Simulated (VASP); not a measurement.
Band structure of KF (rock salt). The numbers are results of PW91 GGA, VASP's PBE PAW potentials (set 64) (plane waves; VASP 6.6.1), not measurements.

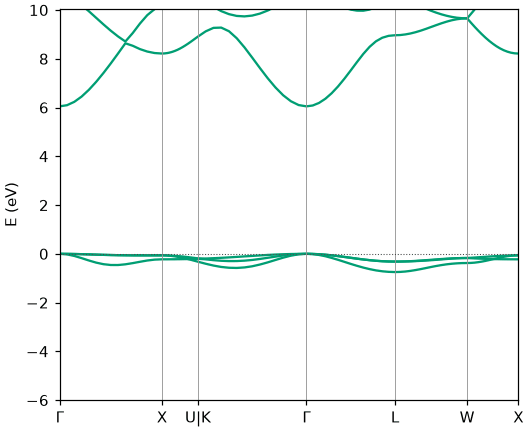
Bands along high-symmetry lines, zero at the valence-band maximum or, without a gap, the Fermi level

**Question.** Read the plot: is there a gap, and where are the band edges?

**Answer.** The gap is direct, 6.05 eV, from the valence maximum at Γ to the conduction minimum at Γ. (Edges off the drawn lines would not show.)

Measured: gap 10.90 eV (computed value off by -4.85 eV), as given by David Koller et al., Journal of Physics Condensed Matter (2013), arXiv:1304.4470.

The compound is KF in the rock salt structure. It was relaxed first.
